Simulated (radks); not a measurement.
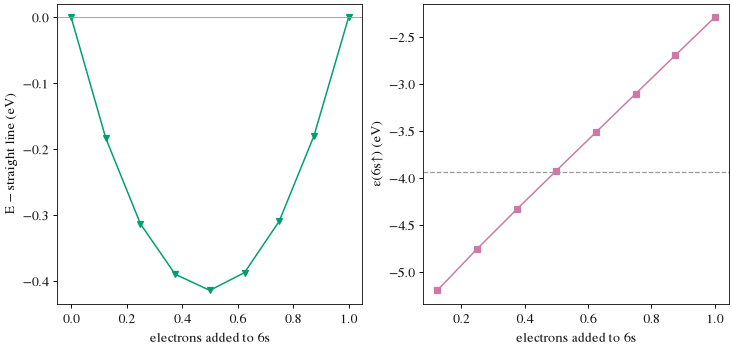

The occupation of the 6s shell is varied from Cs⁺ ([Xe]) to Cs ([Xe] 6s1 (high spin)), with spherical fractional occupations. The plot shows the total energy less the straight line between the end points, and the eigenvalue of 6s↑ (the dashed line is minus the energy to take the whole electron out). The values are computed.

> Was this Hartree-Fock or a semilocal functional, and how does the plot tell?

It was a semilocal functional (LDA, GGA or meta-GGA): scalar-relativistic Kohn-Sham, PBEsol, spin-polarised, spherical densities, finite nucleus, computed with the in-house radial solver radks. The curve is convex (below the straight line), with the largest deviation among the points computed, −0.41 eV, at 0.5. The end points differ by 3.93 eV, the energy to take the electron out. The eigenvalue, which is the slope of the energy (Janak's theorem), moves from −5.20 eV at 0.125 to −2.29 eV at 1; for a straight line it would stay constant, and a parabola would sag by an eighth of this change, scaled to a whole electron, 0.41 eV. Convexity is the delocalisation error: fractional charges are too low in energy. For an s shell Hartree-Fock would as a rule bend the other way.
